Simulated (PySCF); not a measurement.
**H2N2O, SMILES `O.N#N`: what the electrons do**

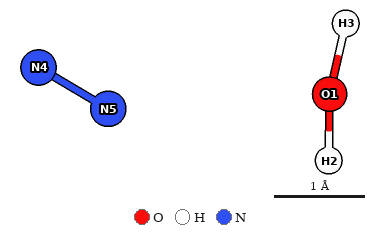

The molecule, with its atoms numbered as below.

Geometry (Å), atoms numbered from 1:

```
O1      -1.7135    0.1552   -0.0836
H2      -1.6309   -0.7735   -0.3157
H3      -1.7734    0.2001    0.8740
N4       1.5622    0.3807   -0.0438
N5       0.8824   -0.4763    0.0595
```

### 1. Bonding charge

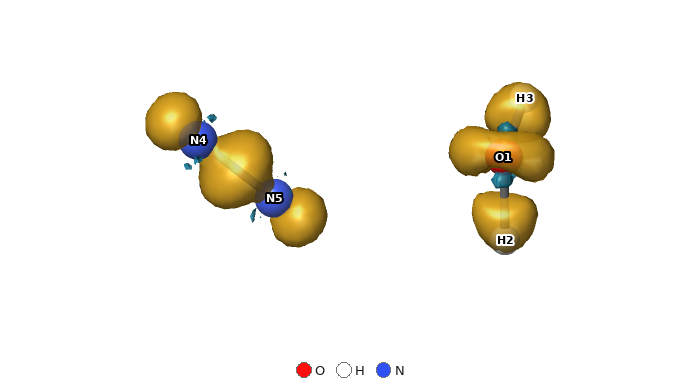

Deformation density (molecule less spherical, spin-averaged free atoms at the same positions), surfaces at ±0.3 e/Å³; yellow: gain, teal: loss.

Computed with PySCF, PBE0/def2-TZVP, geometry: an unrelaxed start of a pair search.

Question: Describe the bonding that the map shows.

Answer: N4–N5: +1.34 e/Å³ at the bond critical point (bond length 1.10 Å, Mayer order 2.9). O1–H3: +0.84 e/Å³ at the bond critical point (bond length 0.96 Å, Mayer order 0.9). O1–H2: +0.83 e/Å³ at the bond critical point (bond length 0.96 Å, Mayer order 0.9). In all, 1.2 electrons gather in the regions of gain relative to the promolecule.

Question: Where do the Hirshfeld charges lie?

Answer: The highest Hirshfeld charge is on H3 (+0.16 e), the lowest on O1 (−0.32 e).

### 2. Bond critical points

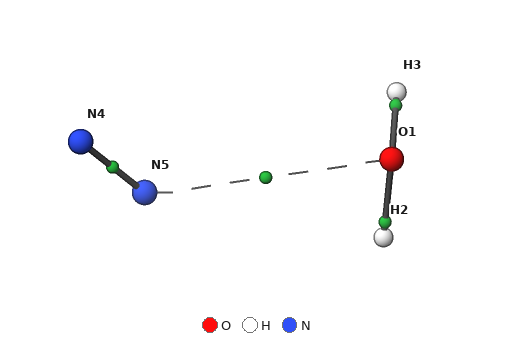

Molecular graph of the electron density (QTAIM): bond paths, bond critical points (green), ring points (magenta, if any); weak paths are dashed.

Question: How many critical points of each kind are there, and does the count close?

Answer: 5 nuclei, 4 bond, 0 ring and 0 cage critical points: 5 − 4 + 0 − 0 = 1, as the Poincaré–Hopf relation requires.

Question: Give the properties at the bond critical points.

Answer:
```
 bond  length (Å)  ρ (a.u.)  ∇²ρ (a.u.)     ε  H (a.u.)
N4–N5       1.099     0.701       −2.71  0.00    −1.291
O1–H3       0.961     0.363       −2.46  0.02    −0.687
O1–H2       0.961     0.362       −2.47  0.02    −0.688
O1–N5       2.676     0.016       +0.06  0.21    +0.002
```

Question: What kind of interaction is O1–H3?

Answer: Shared-shell (covalent): ρ = 0.363, ∇²ρ = −2.46, H = −0.687 a.u.

Question: Are there bond paths between atoms that aren't covalently bonded?

Answer: Yes: O1–N5 (2.68 Å, ρ = 0.016).

### 3. Local ionisation energy

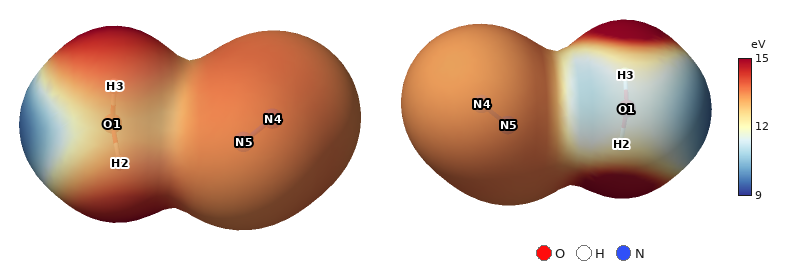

Average local ionisation energy on the surface of electron density 0.001 a.u. (back view left, front view right).

Question: Where are the most loosely bound electrons on this surface?

Answer: The lowest value is 9.6 eV, 1.9 Å from O1. Further minima include 10.8 eV, 1.9 Å from O1; 13.2 eV, 1.8 Å from N4. For comparison, the highest occupied orbital lies at −8.9 eV.
